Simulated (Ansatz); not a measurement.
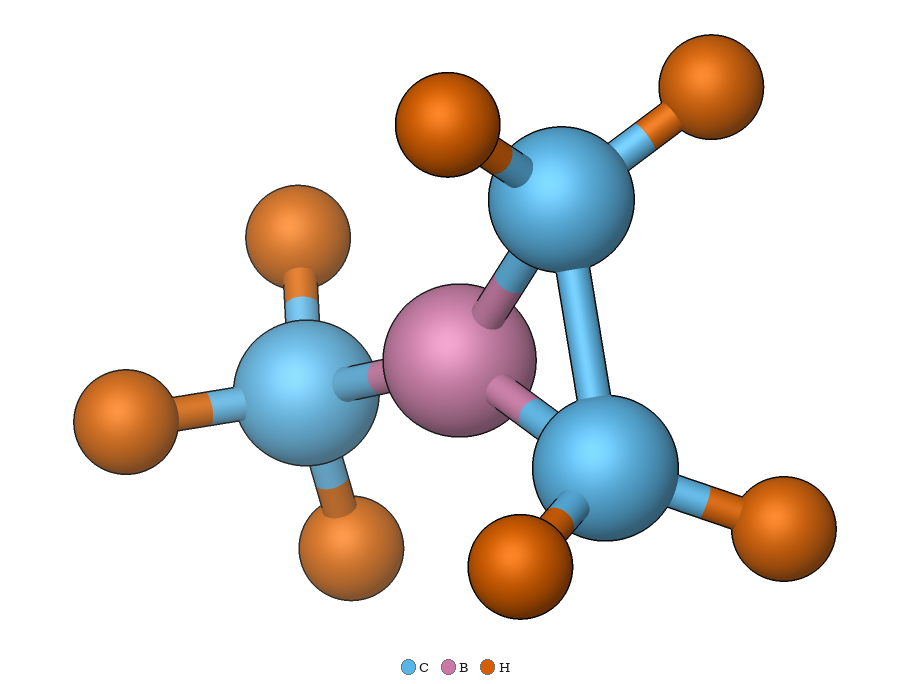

The picture shows a molecular structure as a ball-and-stick model.

The geometry was computed by an optimisation with PBE0-D4/def2-TZVP.

What is the molecular formula?

Answer. C₃H₇B, 11 atoms: 3 carbon, 7 hydrogen and 1 boron.

Describe its rings.

Answer. Independent rings (smallest set): 1 of 3 members.

Write the SMILES.

Answer. CB1CC1

The parts below concern this one geometry. Atoms keep their numbers from picture to picture.

## Symmetry

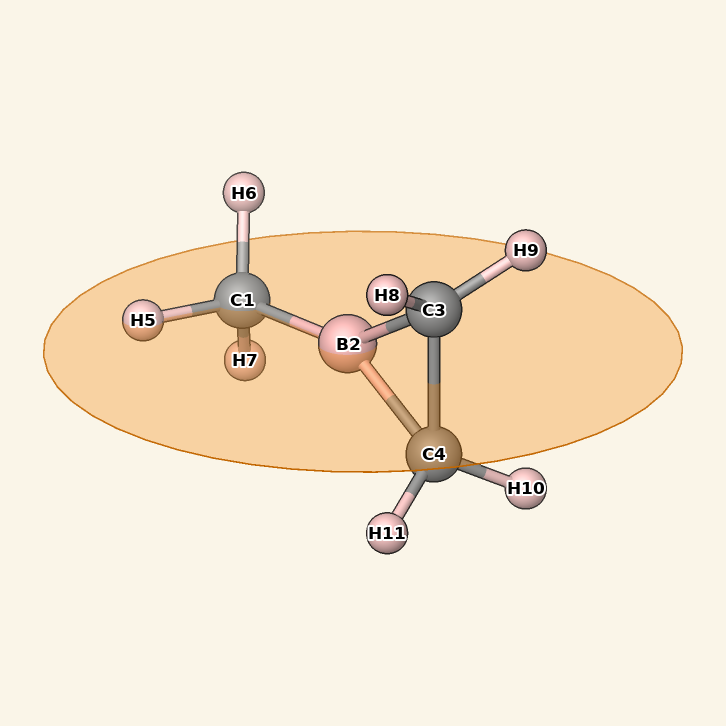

A disc through the centre of mass is drawn in. Atoms fade into the background with distance from the viewer.

Is the plane of the disc a mirror plane of the structure?

Answer. Yes. The reflection leaves C1, B2, H5 in place and moves C3 ↔ C4; H6 ↔ H7; H8 ↔ H11; H9 ↔ H10. The point group is Cs.

## Electronic properties

Level of theory: RKS r2SCAN-D4/def2-TZVPP (Ansatz 0.2.0).

What is the dipole moment?

Answer. 0.55 D.

Estimate the dispersion correction.

Answer. −3.9 kJ/mol.

Estimate the HOMO energy (Kohn–Sham orbital).

Answer. −5.87 eV.

Give the HOMO–LUMO gap at this level.

Answer. 4.63 eV.

## Vibrations

Harmonic vibrations computed with RKS PBE0-D4/def2-TZVP (Ansatz 0.2.0) at a stationary point of the same level.

How many vibrational modes are there, and where do they lie?

Answer. 27 modes: 81, 221, 292, 472, 607, 652, 697, 807, 950, 957, 983, 989, 1057, 1186, 1286, 1376, 1396, 1427, 1456, 1493, 3020, 3095, 3117, 3120, 3137, 3180, 3196 cm⁻¹.

## Charges

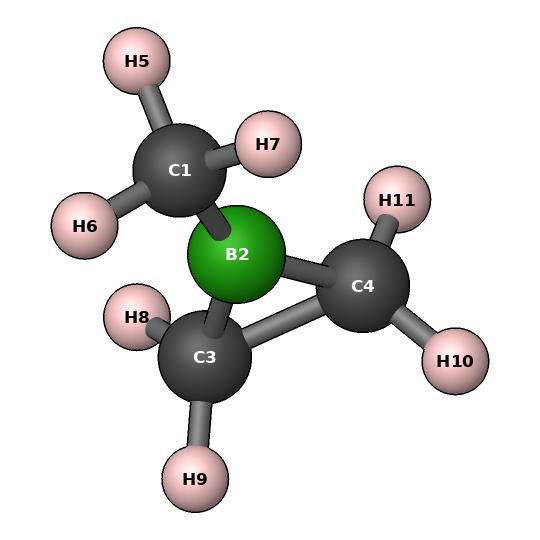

The questions are on Mulliken charges. Level of theory: RKS ωB97M-V/def2-TZVPP (Ansatz 0.2.0).

Which atom carries the highest charge (most positive or least negative)?

Answer. B2 (0.16 e).

And the lowest?

Answer. C1 (−0.31 e).

Give the Mulliken charges atom by atom.

```csv
atom,value (e)
C1,−0.31
B2,0.16
C3,−0.30
C4,−0.30
H5,0.11
H6,0.12
H7,0.12
H8,0.10
H9,0.10
H10,0.10
H11,0.10
```

Mulliken values depend strongly on the basis set and can even reverse the polarity of a bond.
